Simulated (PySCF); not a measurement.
C$_{4}$H$_{10}$AlN

```xyz
16

Al    2.3392    0.3744    0.8906
N     0.8217    0.1913   -0.0389
C    -0.2318    1.1793   -0.2487
C    -1.5371    0.4391    0.0860
C    -1.2006   -1.0436   -0.1613
C     0.2626   -1.0197   -0.6310
H     2.3731    0.1197    2.4129
H     3.6540    0.7918    0.1969
H    -0.2500    1.4994   -1.2991
H    -0.0614    2.0568    0.3792
H    -2.3591    0.7843   -0.5391
H    -1.8059    0.6003    1.1289
H    -1.2896   -1.6136    0.7624
H    -1.8502   -1.4951   -0.9095
H     0.2962   -0.9589   -1.7272
H     0.8313   -1.8966   -0.3134
```

Geometry: GFN2-xTB.

All numbers below come from PySCF 2.14.0, PBE0/pcSseg-1, SCF density, gas phase, non-relativistic.

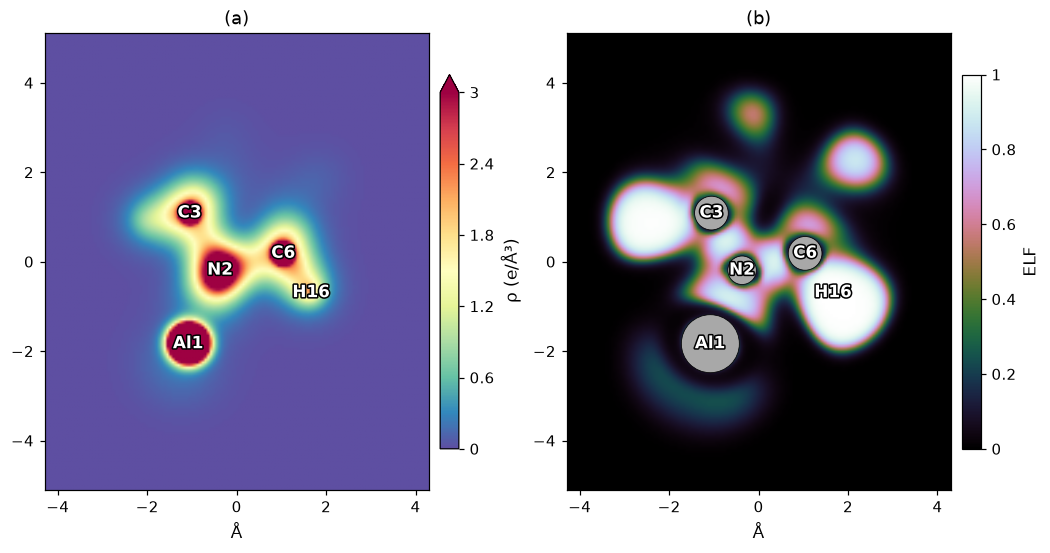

Figure 1. (a) total electron density; (b) ELF on the plane of atoms Al1, N2 and C6. Grey discs cover the atomic cores in the ELF map.

### What do the fields say about this system?

- Atoms in the plane: Al, N, C and H.
- C–N (1.46 Å): ρ at the midpoint is about 1.9 e/Å³; the ELF peaks at about 0.90 between the atoms; a covalent bond.
- Al–N (1.79 Å): ρ is about 0.82 e/Å³ halfway; the ELF peaks at about 0.90 in the valence shell of N, 0.7 Å from its nucleus, and is about 0.65 at the midpoint.
- C–H (1.09 Å): the density is about 2 e/Å³ at the midpoint; the ELF climbs to about 1 towards the hydrogen, as it does in any bond to H; an ordinary covalent bond to hydrogen.

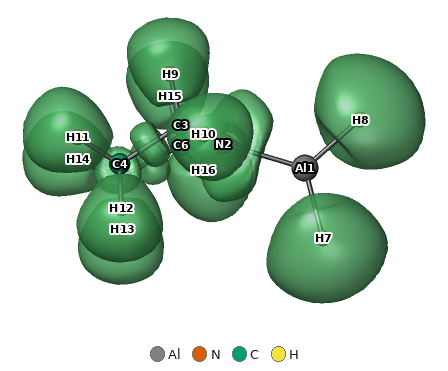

Figure 2. Isosurface of the electron localisation function at 0.75 (green), seen from one side. Core shells and regions of very low density are left out.

### Describe the localisation domains.

The surface consists of three regions between bonded C–C atoms (shared pairs), ten regions around hydrogen nuclei and one region on N in which the atom's valence shell and bonds are merged. Profiles from the grid: C–C (1.54 Å): the ELF peaks at about 0.95 between the atoms; localised, covalent bonding.

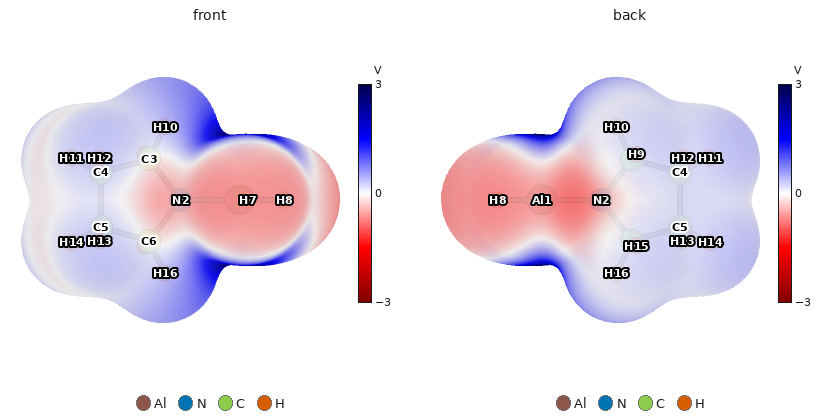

Figure 3. The electrostatic potential painted on the density surface at 0.001 e/bohr³, seen from the front and from behind; the colour scale runs from red (negative) to blue (positive).

### Describe the electrostatic potential map.

The most negative region (about −0.8 V, or −18 kcal/mol for a unit charge) lies over N2, the most positive (about +2.8 V, or +65 kcal/mol for a unit charge) over Al1.

### What dipole moment does the calculation give?

Its dipole moment is 0.89 D.
